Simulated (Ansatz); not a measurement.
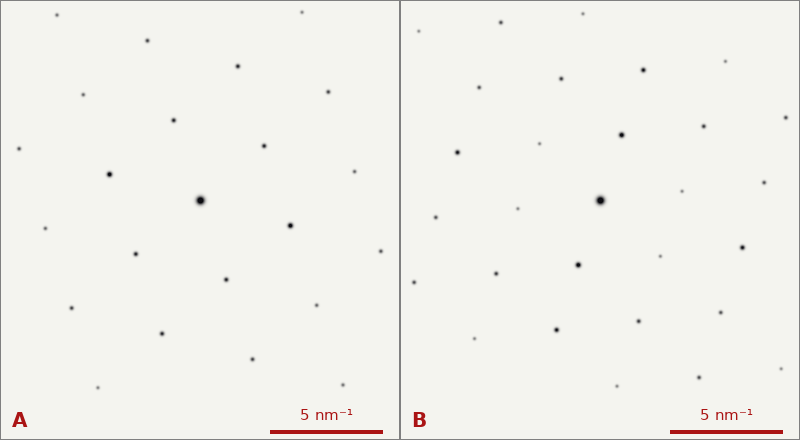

Kinematic electron diffraction patterns (200 kV, B = 0.5 Å², same scale, each along a low-index zone) of two structures of composition Mg2Be, each relaxed at zero pressure with Ansatz, DFT PBE, scalar-relativistic, plane waves, PAW.

The structures (standard cells):
1. Immm (No. 71), a = 3.198 Å, b = 4.728 Å, c = 7.388 Å, 6 atoms; generated start, possibly hypothetical
2. P4_2/mnm (No. 136), a = 6.489 Å, c = 2.959 Å, 6 atoms; generated start, possibly hypothetical

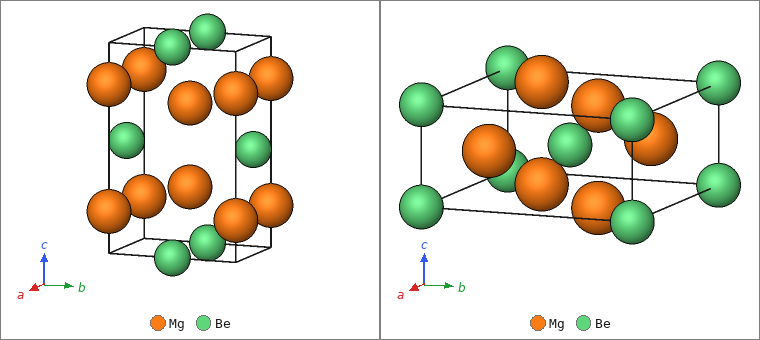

Drawings of the structures 1 to 2, from left to right (each may span several cells).

Which pattern belongs to which structure, and along which zone?

Answer. A is structure 1 along [001]: centred rectangular net of 1 -1 0 at d = 2.65 Å and 1 1 0 at d = 2.65 Å, 68.2° apart. B is structure 2 along [100] or an equivalent direction: centred rectangular net of 0 2 0 at d = 3.24 Å and 0 1 1 at d = 2.69 Å, 65.5° apart (some points of this net are extinct or too weak to see).

Which structure lies lowest at this level of theory, and by how much?

Answer. Structure 1 (Immm, 18.62 Å³ an atom) is the lowest of these; structure 2 (P4_2/mnm, 20.76 Å³ an atom) lies about 72 meV an atom higher. These are static energies at 0 K; other structures, not shown, may lie lower still.
